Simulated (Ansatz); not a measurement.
**C2H2N (SMILES [CH2]C#N) at UBHLYP/STO-3G**

Aim: the electronic atomisation energy of C2H2N at UBHLYP/STO-3G, from 4 runs. 

The calculation is run with Ansatz 0.2.0.

37 further runs of the same task are left out: 37 set aside as unsound or not needed.

### Step 1. The structure to begin with

The species is C2H2N (5 atoms), meant as a doublet with charge 0. As SMILES, `[CH2]C#N`. The shape is that of a PBE0-D4/def2-TZVP optimisation.

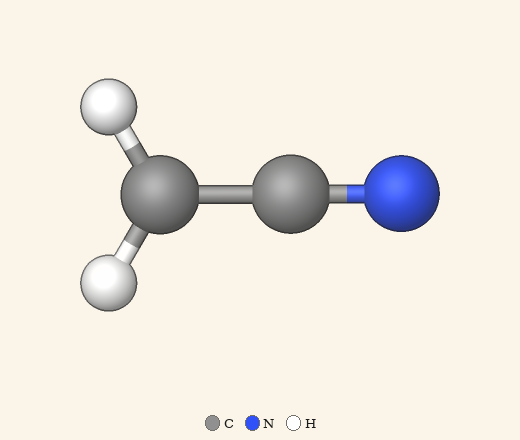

Viewed from a chosen angle; carbon grey, nitrogen blue, hydrogen white.

### Step 2. The energy at UBHLYP/STO-3G

in.yaml reads:

```yaml
crystal:
  periodic: [false, false, false]
  atoms:
    - symbol: C
      position_ang: [-0.303900, 0.342000, -0.317400]
    - symbol: C
      position_ang: [0.458100, -0.524000, 0.433100]
    - symbol: N
      position_ang: [1.103000, -1.256900, 1.068300]
    - symbol: H
      position_ang: [-1.157100, -0.027100, -0.869600]
    - symbol: H
      position_ang: [-0.050200, 1.392300, -0.355600]
basis:
  gaussian:
    orbitals: STO-3G
magnetization:
  spin_polarized: true
  initial_magnetization: 1
accuracy: high
hamiltonian:
  xc: {name: BHLYP}
```

Run with:

```sh
$ ansatz run in.yaml --threads 1 --pin off --max-ram 2610MiB --events-out events.jsonl --progress --plain --runs-dir runs
```

The log of the run:

```text
Warning: RAYON_NUM_THREADS=1 ignored (pool sized by the plan → 1); use --threads N
Functional definition: BHLYP
  name "BHLYP"
  parameter a = 0.5
  exchange = (1 - a)*b88_x + a*exact_x
  correlation = lyp_c
298 factors; integrals over basis functions are off by at most 3.7e-9 eV
mean field evaluation 1: about -3543.4963 eV, gradient 2.1e1 eV
mean field evaluation 2: about -3539.7783 eV, gradient 3.5e1 eV
mean field evaluation 4: about -3546.3850 eV, gradient 8.1e-1 eV
mean field evaluation 8: about -3546.3737 eV, gradient 8.9e-2 eV
mean field evaluation 16: about -3546.3742 eV, gradient 4.8e-5 eV
mean field -3546.37421978 eV, -130.3268487582 hartree, gradient 1.9e-8 eV, S^2 0.801998; 0 other end points of the search recorded, 0 dependent functions left out
reference -3546.37423643 eV, -130.3268493698 hartree; 11, 10 occupied and 6, 7 virtual orbitals, 298 factors
Total energy: -3546.37423643 eV, -130.3268493698 hartree
```

Wall time 1.6 s (1 thread of Arm Neoverse V1, shared host); peak memory 0.12 GiB.

### Step 3. The C atom

job.yaml reads:

```yaml
crystal:
  periodic: [false, false, false]
  atoms:
    - {symbol: C, position_ang: [0.000000, 0.000000, 0.000000]}
basis:
  gaussian: {orbitals: STO-3G}
magnetization: {spin_polarized: true, initial_magnetization: 2}
hamiltonian: {xc: {name: BHLYP}}
accuracy: high
```

Run with:

```sh
$ ansatz run job.yaml --threads 1 --pin off --max-ram 2610MiB --events-out events.jsonl --progress --plain --runs-dir runs
```

The log of the run:

```text
Warning: RAYON_NUM_THREADS=1 ignored (pool sized by the plan → 1); use --threads N
Functional definition: BHLYP
  name "BHLYP"
  parameter a = 0.5
  exchange = (1 - a)*b88_x + a*exact_x
  correlation = lyp_c
15 factors; integrals over basis functions are off by at most 9.8e-10 eV
mean field evaluation 1: about -1016.2731 eV, gradient 7.8e-13 eV
mean field evaluation 2: about -1016.2731 eV, gradient 3.5e-12 eV
mean field -1016.27314326 eV, -37.3473491603 hartree, gradient 0.0e0 eV, S^2 2.000000; 0 other end points of the search recorded, 0 dependent functions left out
reference -1016.27315225 eV, -37.3473494904 hartree; 4, 2 occupied and 1, 3 virtual orbitals, 15 factors
Total energy: -1016.27315225 eV, -37.3473494904 hartree
```

Run time: 0.14 s. Hardware: 1 thread of Arm Neoverse V1, shared host.

### Step 4. The H atom

job.yaml reads:

```yaml
basis:
  gaussian: {orbitals: STO-3G}
crystal:
  periodic: [false, false, false]
  atoms:
    - {symbol: H, position_ang: [0.000000, 0.000000, 0.000000]}
magnetization: {spin_polarized: true, initial_magnetization: 1}
hamiltonian: {xc: {name: BHLYP}}
accuracy: high
```

Run the same way, it converges to -0.46466 Eh (log not shown).

### Step 5. The N atom, same level

in.yaml reads:

```yaml
crystal:
  periodic: [false, false, false]
  atoms:
    - symbol: N
      position_ang: [0.000000, 0.000000, 0.000000]
basis:
  gaussian:
    orbitals: STO-3G
accuracy: high
magnetization:
  spin_polarized: true
  initial_magnetization: 3
hamiltonian:
  xc: {name: BHLYP}
```

Run the same way, it converges to -53.88610 Eh (log not shown).

### Step 6. Outcome

Level: UBHLYP/STO-3G.

| quantity | value |
| --- | --- |
| molecule: total energy | -130.32685 Eh |
| molecule: ⟨S²⟩ | 0.802 |
| C atom: total energy | -37.34735 Eh |
| C atom: ⟨S²⟩ | 2.000 |
| H atom: total energy | -0.46466 Eh |
| H atom: ⟨S²⟩ | 0.750 |
| N atom: total energy | -53.88610 Eh |
| N atom: ⟨S²⟩ | 3.750 |
| electronic atomisation energy | 22.224 eV |

In words: Taking the molecule apart into free atoms costs 22.22 eV (2144 kJ/mol), before zero-point energy and without spin-orbit coupling. In a minimal basis such a difference can be off by several eV, whatever the method.
